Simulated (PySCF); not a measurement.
**C₄H₉P: density, localisation and related maps**

```xyz
14

C     2.1168   -0.5644   -0.0755
C     0.9937   -0.9344    0.5489
P    -0.4377    0.1060    0.9706
C    -0.2098    1.5374   -0.1701
C    -1.7610   -0.8281    0.0715
H     2.9492   -1.2622   -0.2071
H     2.2611    0.4443   -0.4744
H     0.9236   -1.9593    0.9381
H     0.6195    2.1682    0.1827
H    -1.1228    2.1512   -0.1485
H    -0.0103    1.2245   -1.2076
H    -1.5295   -0.9666   -0.9961
H    -1.8898   -1.8158    0.5394
H    -2.7144   -0.2869    0.1698
```

Geometry: PBE0-D3(BJ)/def2-SVP.

All numbers below come from PBE0/def2-SVPD, SCF density, gas phase in PySCF.

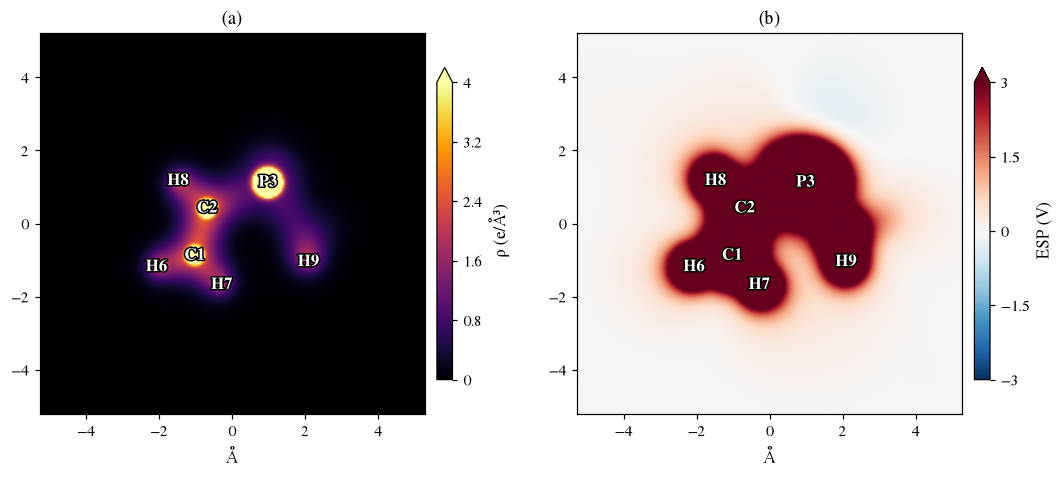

Figure 1. (a) total electron density; (b) molecular electrostatic potential on the plane of atoms C1, C2 and P3.

What do the fields say about this system?

Atoms in the plane: C, P and H.
C–C (1.34 Å): ρ at the midpoint is about 2.2 e/Å³.
C–P (1.82 Å): ρ is about 1.2 e/Å³ halfway.
C–H (1.09 Å): ρ at the midpoint is about 1.9 e/Å³.
The potential has no marked negative region in this plane.

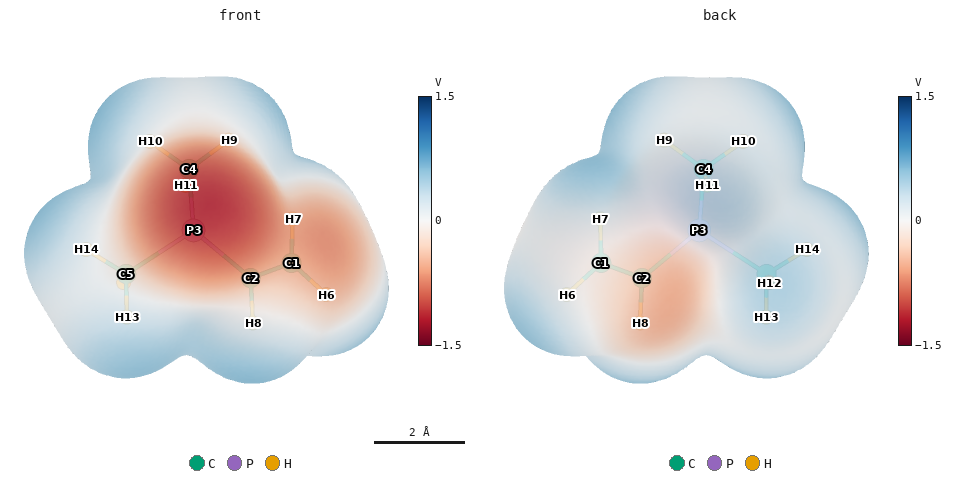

Figure 2. The molecular electrostatic potential painted on the density surface at 0.001 e/bohr³, seen from the front and from behind; the colour scale runs from red (negative) to blue (positive).

Describe the electrostatic potential map.

The most negative region (about −1.1 V) lies over P3, the most positive (about +0.6 V) over the H atoms.

How polar is the molecule by this calculation?

Its dipole moment is 1.23 D.
